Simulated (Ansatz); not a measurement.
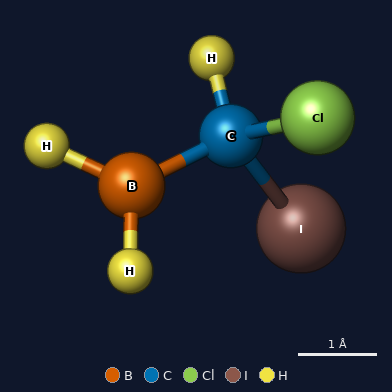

This is the input geometry for a relaxation of CH₃BClI (coarse preliminary run). The picture is a ball-and-stick view, seen at a tilt.

The start comes from a force field.

These are results of Ansatz 0.2.0, RKS PBE-D4/def2-SVP, not measurements.

Input
```yaml
crystal:
  periodic: [false, false, false]
  atoms:
    - {symbol: B, position_ang: [-0.126400, 0.915800, 0.089200]}
    - {symbol: C, position_ang: [0.240400, -0.552300, -0.169300]}
    - {symbol: Cl, position_ang: [1.148400, -1.139200, 1.208600]}
    - {symbol: I, position_ang: [-1.430800, -1.735000, -0.411000]}
    - {symbol: H, position_ang: [0.180100, 1.795900, -0.689500]}
    - {symbol: H, position_ang: [-0.841600, 1.264100, 1.008400]}
    - {symbol: H, position_ang: [0.891100, -0.617100, -1.081900]}
basis:
  gaussian: {orbitals: def2-SVP}
hamiltonian: {xc: pbe, dispersion: d4}
relax: {f_tol: 0.03, max_steps: 200}
```

Command:
```bash
ansatz run in.yaml --threads 2 --pin off --events-out ev --progress --plain --max-ram 4352MiB
```

Where does the relaxation end?

I4 moves most after the best rigid fit: 0.64 Å. By element the largest moves are I 0.64 Å, H 0.61 Å, C 0.36 Å, Cl 0.20 Å, B 0.18 Å. Among the contacts that change: B1–I4 2.996 → 2.458 Å, Cl3–I4 3.103 → 3.435 Å, C2–I4 2.062 → 2.324 Å, B1–C2 1.535 → 1.558 Å. Among the angles between lasting bonds that change: B1–C2–I4 112.0° → 75.7°, B1–C2–Cl3 108.2° → 122.6°, B1–C2–H7 109.3° → 122.9°. The energy falls by 0.645 eV in 11 geometry steps. The largest force component goes from 1.7 to 0.0051 eV/Å.

Step by step:

```csv
step,"E − E(0), eV","largest force component, eV/Å"
0,0.0000,1.7416
1,-0.2493,0.5892
2,-0.2923,0.8838
3,-0.3736,0.6701
4,-0.4658,0.7552
5,-0.5626,0.7808
6,-0.5941,0.5724
7,-0.6259,0.2012
8,-0.6423,0.1106
9,-0.6443,0.0710
10,-0.6447,0.0424
11,-0.6448,0.0051
```

Final geometry:

```xyz
7

B    -0.2834    0.8296    0.0533
C     0.5695   -0.4694   -0.0620
Cl    1.2531   -1.2684    1.3242
I    -1.5860   -1.1486   -0.6047
H    -0.3318    1.5528   -0.9223
H    -0.6847    1.1788    1.1425
H     1.1245   -0.7426   -0.9765
```

After the run, drawn alike:

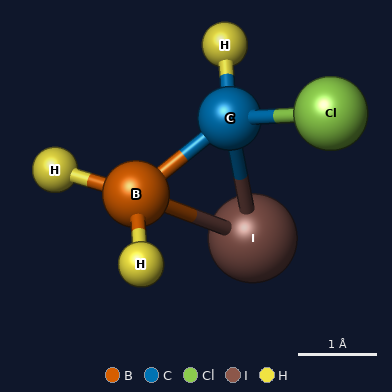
